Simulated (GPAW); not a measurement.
# Polarising Se/Na(100) with a field along the normal

The dipole of the cell at several fields, atoms fixed. What does the strongest field give, and what length does the slope stand for?

**Method.** GPAW 26.7.0, plane waves (400 eV), PAW setups, PBE, 8×8 mesh, a dipole layer in the vacuum; geometry relaxed without an applied field with GPAW. The cell's area is 17.89 Å², and e/ε0 = 180.95 V Å.

The runs, one held back:

| field (V/Å) | dipole (e Å) |
| --- | --- |
| −0.2 | −0.6815 |
| −0.1 | −0.5406 |
| −0.05 | −0.4698 |
| 0.05 | −0.3276 |
| 0.1 | −0.2561 |
| 0.2 | −0.1122 |
| 0.3 | ? |

**Question.** What is the dipole at 0.3 V/Å?

Worked answer. A line through the 6 points has the slope α = 1.423 e Å per V/Å and the intercept p₀ = −0.3980 e Å (r.m.s. residual 8.0e−04). At 0.3 V/Å it gives p = −0.3980 + 1.423 × 0.3 = 0.0289 e Å; the run gives 0.0332 e Å, so the response stays linear to 1.0 % of the induced part. Dividing by ε0 and the area: α/(ε0 A) = 1.423 × 180.95 / 17.89 = 14.39 Å, against 11.30 Å between the outer nuclei.

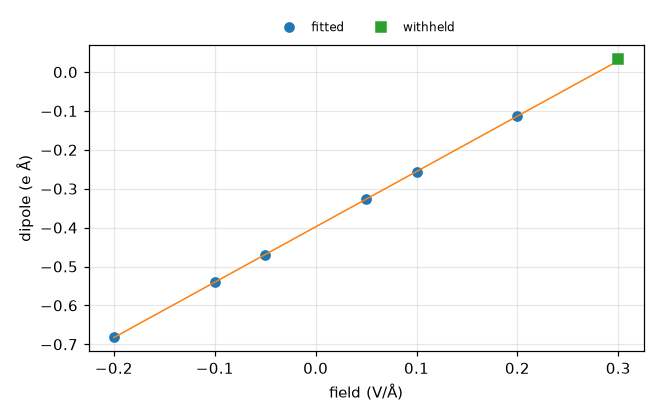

The line and the withheld run.

Caveats: This is the electronic response alone; ions that move would add to it in polar layers. No run was spin-polarised, so magnetic states weren't tested.
